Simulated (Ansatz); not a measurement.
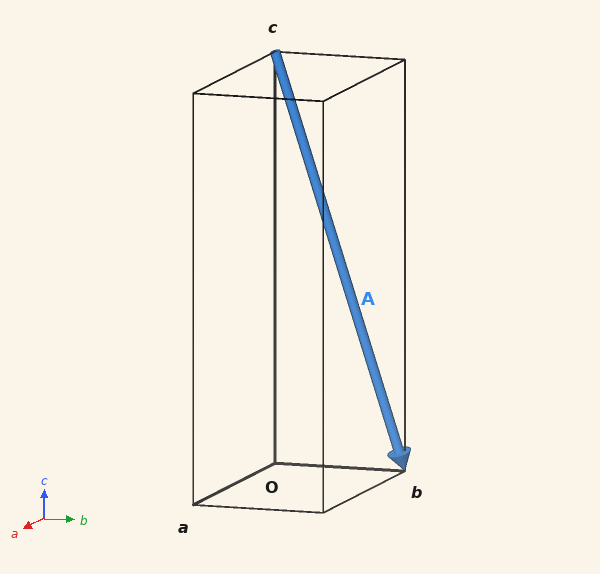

The arrow starts at a corner of the unit cell and ends on its surface; where a tip isn't a corner, dashed lines run from it parallel to the axes. Crystal: Rb2CdSe2O6, coordinates from a relaxation with Ansatz, DFT, r2SCAN, plane waves, PAW. Symmetry computed with spglib at a tolerance of 0.002 Å; standard conventional cell.

a = 5.756 Å, b = 5.756 Å, c = 19.718 Å, α = 90.00°, β = 90.00°, γ = 120.00°.

Question: Index the direction.

Answer: Arrow A runs from (0, 0, 1) to (0, 1, 0), so [0 1 −1], in four indices [−1 2 −1 −3].

Question: How long is the vector ua + vb + wc?

Answer: 20.541 Å.

Question: In No. 166, R-3m, hexagonal axes, how many directions are equivalent to A (Laue class -3m, both senses counted)?

Answer: 12.
